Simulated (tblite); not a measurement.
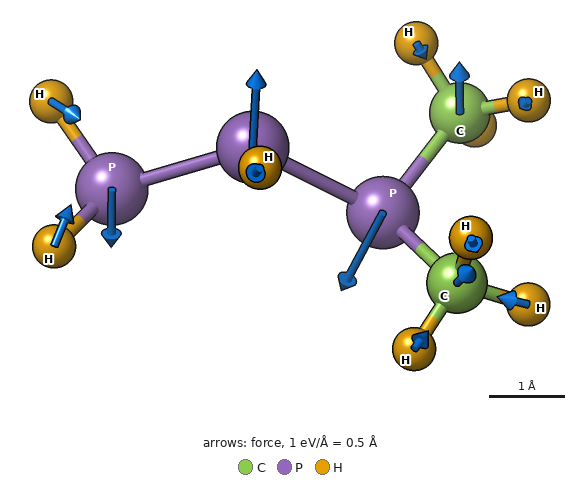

Starting geometry of C₂H₉P₃ with the computed forces as blue arrows. A ball-and-stick model, seen from a free direction.

These are results of GFN2-xTB geometry optimisation, gas phase in tblite, not measurements. 

Q: What follows when this structure is relaxed?

A: It isn't relaxed: the largest force vector, on a P atom, is 3.14 eV/Å. The final displacements have little in common with the starting forces (cosine between the two patterns 0.23). The largest move after the best rigid fit is that of an H atom, 1.79 Å. By element the largest moves are H 1.79 Å, P 0.75 Å, C 0.66 Å. Some distances before and after: H–P 1.467 → 1.395 Å, H–P 1.439 → 1.397 Å, C–H 1.119 → 1.089 Å, P–P 2.180 → 2.164 Å. Bond angles that change, for instance: P–P–H 114.7° → 93.6°, P–P–H 111.3° → 93.6°, P–P–P 114.5° → 97.0°. Groups turn about C–P by about 55°. Over 139 geometry steps the energy falls by 45.4 kcal/mol. The run took 1.5 s on 1 thread of Intel(R) Xeon(R) Platinum 8259CL CPU @ 2.50GHz (shared host).
